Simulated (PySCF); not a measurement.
# CeH4O2 (Ce(H2O)23+): the cost of one run

Computed with PySCF 2.14.0. Level: TPSS, Ce lcecp-1-SVP with ECP47, O def2-SVP, H def2-SVP; scalar-relativistic core potentials, no spin–orbit coupling.

4 further runs of the same task are left out: 2 for a known fault of the program, 1 that didn't finish, 1 set aside as unsound or not needed.

### Step 1. The starting structure

7 atoms, charge 3, spin multiplicity 1.

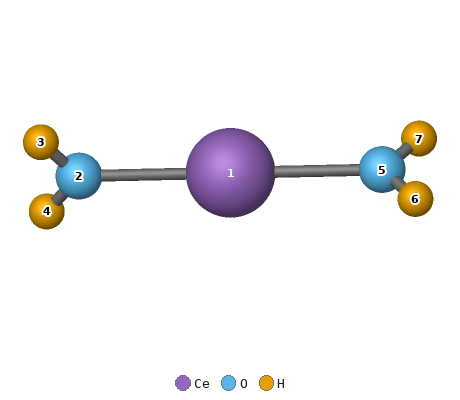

Start geometry, drawn with cerium purple, oxygen blue, hydrogen amber; atoms are numbered from 1 in the order of the file.

As a file:

```xyz
7
charge 3, multiplicity 1
Ce    0.0000    0.0000    0.0000
O     0.0000    0.0000    2.5475
H     0.5445    0.5445    3.1375
H    -0.5445   -0.5445    3.1375
O     0.0000    0.0000   -2.5475
H     0.5445   -0.5445   -3.1375
H    -0.5445    0.5445   -3.1375
```

Formal oxidation states: Ce +3. Each metal's 1 4f electrons lie in its core potential, so multiplicities, spins and levels count the valence alone.

### Step 2. SCF at the start, singlet

run.py (the lines that set the calculation) reads:

```python
mol = gto.M(atom='''
Ce     0.00000     0.00000     0.00000
O      0.00000     0.00000     2.54750
H      0.54450     0.54450     3.13750
H     -0.54450    -0.54450     3.13750
O      0.00000     0.00000    -2.54750
H      0.54450    -0.54450    -3.13750
H     -0.54450     0.54450    -3.13750''',
    basis={'Ce': 'lcecp-1-SVP', 'O': 'def2-SVP', 'H': 'def2-SVP'},
    ecp={'Ce': 'lcecp-1-SVP'},
    charge=3, spin=0)
mf = dft.RKS(mol, xc='TPSS')
mf.grids.atom_grid = (50, 194)  # f atoms: unpruned, at least (60, 302)
mf = mf.density_fit()  # fitting sets: Ce AutoAux, O def2-universal-JKFIT, H def2-universal-JKFIT
mf.conv_tol = 1e-08; mf.max_cycle = 55
mf.kernel(dm0)  # dm0: free metal ions and neutral atoms
```

On the command line:

```bash
> OMP_NUM_THREADS=2 python run.py
```

**Question.** How long does this run take on 2 threads of Intel Xeon 6975P-C (Granite Rapids), shared host, and how much memory does it need?

About 3.3 s, with a peak of 0.52 GiB.
